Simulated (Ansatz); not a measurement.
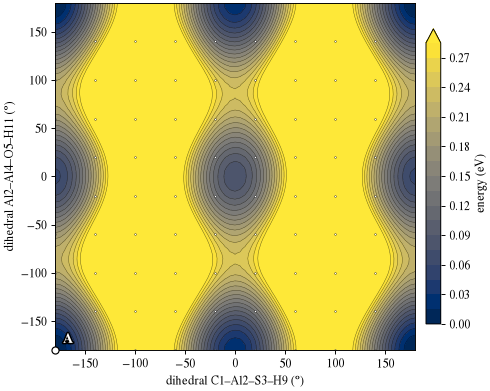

CH6Al2OS, SMILES [CH3][Al]([SH])[AlH][OH]. 
- First axis: dihedral C1–Al2–S3–H9. Second axis: dihedral Al2–Al4–O5–H11.
- Nothing is relaxed (all other coordinates rigid).
- The scan uses a 9 × 9 grid.
- Points are written as (first, second).
- Energies: eV, counted from the relaxed molecule at the same level.
- These are results of RKS B3LYP-D4/def2-SVP (Ansatz 0.2.0), not measurements.

Drawn: filled contours, dots at the grid points, one colour for all values above the top of the scale, the well A. Between grid points the surface is interpolated.

### Estimate the position of the minimum and the force constants in these coordinates. Take the well at A.

The interpolated minimum is at dihedral C1–Al2–S3–H9 ≈ −180°, dihedral Al2–Al4–O5–H11 ≈ −180°. The curvatures there are about 0.7 eV/rad² and 0.41 eV/rad², with a cross term of about −0.01 eV/rad². Round the minimum the two coordinates are nearly uncoupled.
